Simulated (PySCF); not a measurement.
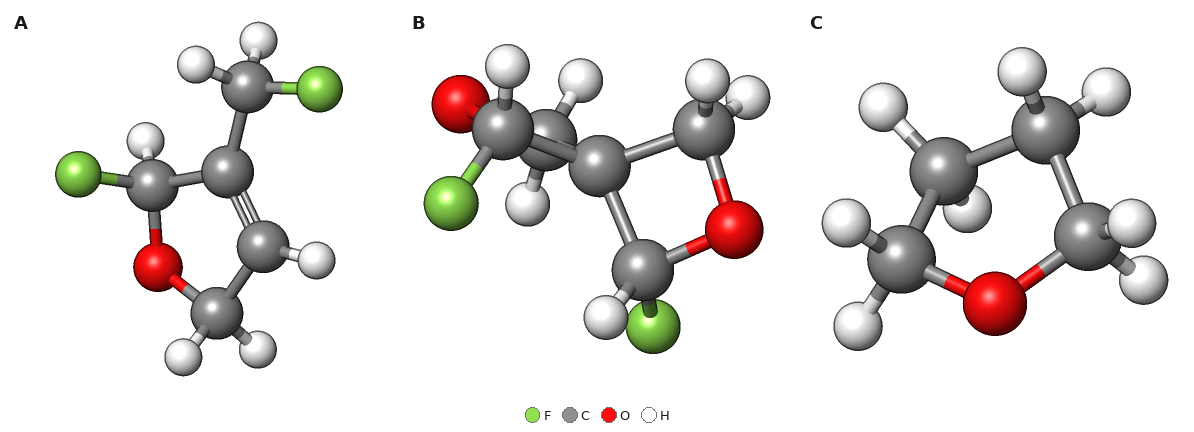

Simulated data, not a measurement (program: PySCF).

> Which panel belongs to which SMILES?
(1) F[C@@H]1OC[C@@]12CO[C@@H]2F
(2) FCC1=CCO[C@H]1F
(3) C1CCOC1

A is (2), B is (1), C is (3).
